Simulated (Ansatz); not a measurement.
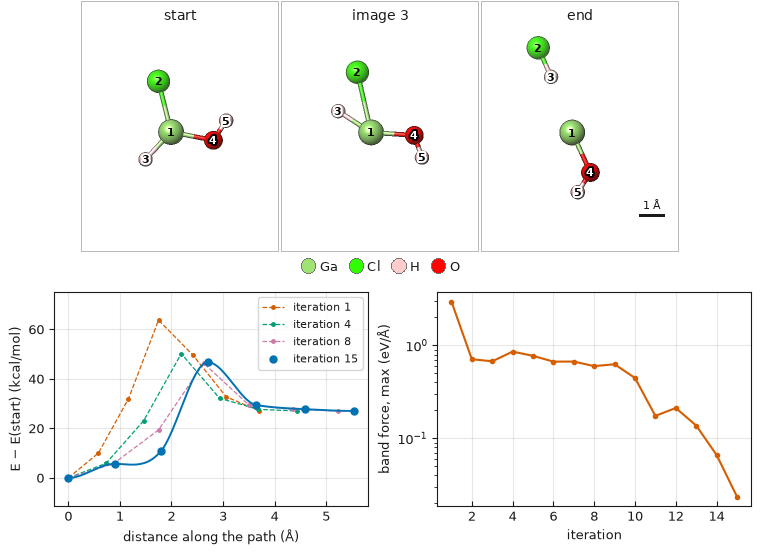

A search for the minimum-energy path of GaH$_{2}$OCl by the nudged elastic band. Images are numbered from 0 (start) to 6 (end). The plot follows the band through its iterations. The picture is a ball-and-stick view, seen face on.

These are results of RKS revPBE-D4/def2-mTZVP (Ansatz 0.2.0), not measurements.

The input:
```yaml
crystal:
  periodic: [false, false, false]
  atoms:
    - { symbol: Ga, position_ang: [0.464303, -0.062261, -0.027258] }
    - { symbol: Cl, position_ang: [0.506897, -0.26057, 2.145122] }
    - { symbol: H, position_ang: [1.733876, 0.256611, -0.870801] }
    - { symbol: O, position_ang: [-1.154168, -0.294161, -0.788561] }
    - { symbol: H, position_ang: [-1.843607, -0.486319, -0.124803] }
basis:
  gaussian: { orbitals: def2-mTZVP }
hamiltonian:
  xc: revpbe
  dispersion: d4
neb:
  order_check: false
  images: 5
  f_tol: 0.03
  max_iterations: 60
  final_atoms:
    - { symbol: Ga, position_ang: [-0.33628131, -0.18581053, -0.2601207] }
    - { symbol: Cl, position_ang: [2.79131329, 0.19080315, 1.8902652] }
    - { symbol: H, position_ang: [1.72918978, 0.06748853, 1.10460312] }
    - { symbol: O, position_ang: [-1.78949182, -0.36463038, -1.36576757] }
    - { symbol: H, position_ang: [-2.68742894, -0.55455077, -1.03528104] }
  initial_path:
    images:
      - { positions_ang: [[0.464303, -0.062261, -0.027258], [0.506897, -0.26057, 2.145122], [1.733876, 0.256611, -0.870801], [-1.154168, -0.294161, -0.788561], [-1.843607, -0.486319, -0.124803]] }
      - { positions_ang: [[0.30988055, -0.04176854, -0.01852508], [0.85576919, -0.17432789, 2.05719668], [1.74617075, 0.16662347, -0.57286869], [-1.28657937, -0.19424586, -0.82303243], [-1.91794012, -0.60298118, -0.30907149]] }
      - { positions_ang: [[0.1554581, -0.02127608, -0.00979215], [1.20464139, -0.08808578, 1.96927137], [1.7584655, 0.07663594, -0.27493637], [-1.41899075, -0.09433072, -0.85750387], [-1.99227324, -0.71964335, -0.49333997]] }
      - { positions_ang: [[0.00103564, -0.00078362, -0.00105923], [1.55351358, -0.00184367, 1.88134605], [1.77076025, -0.01335159, 0.02299594], [-1.55140212, 0.00558441, -0.8919753], [-2.06660636, -0.83630553, -0.67760846]] }
      - { positions_ang: [[-0.11140334, -0.06245926, -0.08741305], [1.96611349, 0.06237194, 1.8843191], [1.75690343, 0.01359511, 0.38353166], [-1.63076535, -0.11782052, -1.04990606], [-2.27354722, -0.74238728, -0.79683265]] }
      - { positions_ang: [[-0.22384232, -0.1241349, -0.17376688], [2.37871339, 0.12658754, 1.88729215], [1.7430466, 0.04054182, 0.74406739], [-1.71012859, -0.24122545, -1.20783681], [-2.48048808, -0.64846902, -0.91605685]] }
      - { positions_ang: [[-0.33628131, -0.18581053, -0.2601207], [2.79131329, 0.19080315, 1.8902652], [1.72918978, 0.06748853, 1.10460312], [-1.78949182, -0.36463038, -1.36576757], [-2.68742894, -0.55455077, -1.03528104]] }
```

Command:
```bash
ansatz run input.yaml --threads 2 --pin off --max-ram 3072MiB --backend cpu --events-out ev --progress --plain --runs-dir out
```

Question: How did the profile develop, and is the result final?

Answer: The result is final at these settings. The band converged in 15 iterations. The largest component of the band force went from 3 to 0.024 eV/Å. The climbing image converged on the top of the path. Its vibrational analysis gives one imaginary mode (856i cm⁻¹), as a transition state must have. The first iteration put the highest image at 63.7 kcal/mol. Forward barrier 46.7 kcal/mol, backward barrier 19.7 kcal/mol, with image 3 at the top; the reaction energy is +27.1 kcal/mol.
